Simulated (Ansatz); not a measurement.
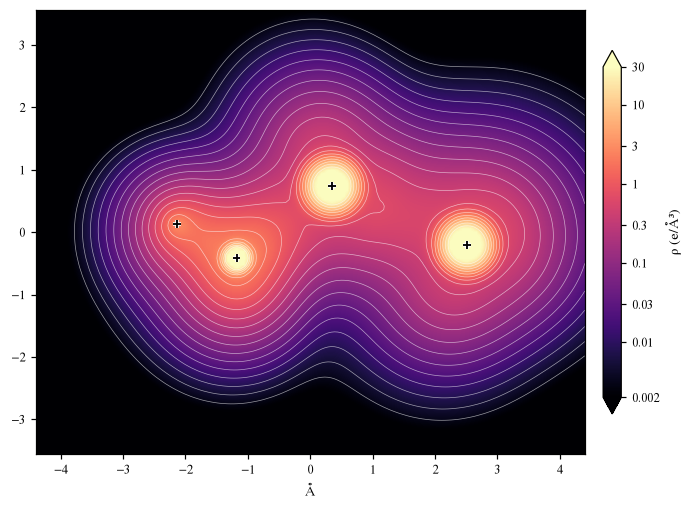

The electron density on a plane through atoms (crosses mark nuclei in the plane).

The calculation used isolated molecule in a Gaussian basis; Kohn-Sham density functional theory, functional PBE0 in Ansatz.

Candidates:
A. HOPS (SMILES OP=S)
B. CH₇Si₂ (SMILES C[SiH2][SiH2-]) (charge −1)
C. C₄H₅NS (SMILES Cc1nccs1)

### Which candidate gave the map?

Candidate B: CH₇Si₂ on the plane of atoms Si2, C1 and H4, which holds C, Si and H. C–Si (1.92 Å): ρ is about 0.88 e/Å³ halfway. Si–Si (2.36 Å): ρ at the midpoint is about 0.58 e/Å³.
